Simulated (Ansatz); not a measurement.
# How methods differ on PNH4 (SMILES N=[PH3])

PNH4: 6 atoms, total charge 0, spin state singlet. As SMILES, `N=[PH3]`. Geometry: relaxed at GFN2-xTB.

Quantity: the electronic atomisation energy, in eV. The values are calculated. Electronic energies at fixed atoms, without zero-point motion or spin-orbit coupling.

```json
{"level": "BLYP/STO-3G", "kind": "GGA", "program": "Ansatz", "value (eV)": "17.92", "less FCI/STO-3G": "+5.06"}
{"level": "PBE/STO-3G", "kind": "GGA", "program": "Ansatz", "value (eV)": "18.04", "less FCI/STO-3G": "+5.18"}
{"level": "BHLYP/STO-3G", "kind": "global hybrid", "program": "Ansatz", "value (eV)": "16.14", "less FCI/STO-3G": "+3.28"}
{"level": "PBE0/STO-3G", "kind": "global hybrid", "program": "Ansatz", "value (eV)": "16.99", "less FCI/STO-3G": "+4.13"}
{"level": "RPA@PBE/STO-3G", "kind": "RPA", "program": "Ansatz", "value (eV)": "13.30", "less FCI/STO-3G": "+0.44"}
{"level": "MP2/STO-3G", "kind": "perturbation theory", "program": "Ansatz", "value (eV)": "11.96", "less FCI/STO-3G": "-0.90"}
{"level": "CCSDT/STO-3G", "kind": "coupled cluster or CI", "program": "Ansatz", "value (eV)": "12.87", "less FCI/STO-3G": "+0.01"}
{"level": "FCI/STO-3G", "kind": "exact in the basis", "program": "Ansatz", "value (eV)": "12.86", "less FCI/STO-3G": "0.00"}
```

FCI/STO-3G is exact within its basis and frozen core, so for wave-function methods in that basis the difference is their error; functionals converge differently with the basis, so for them it is only a difference. The values span 11.96 to 18.04 eV. All rows use very small basis sets, so even the best lies far from the true value.

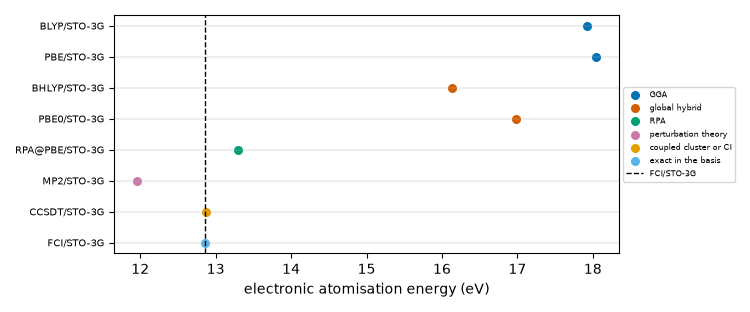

The values of the table, level by level.
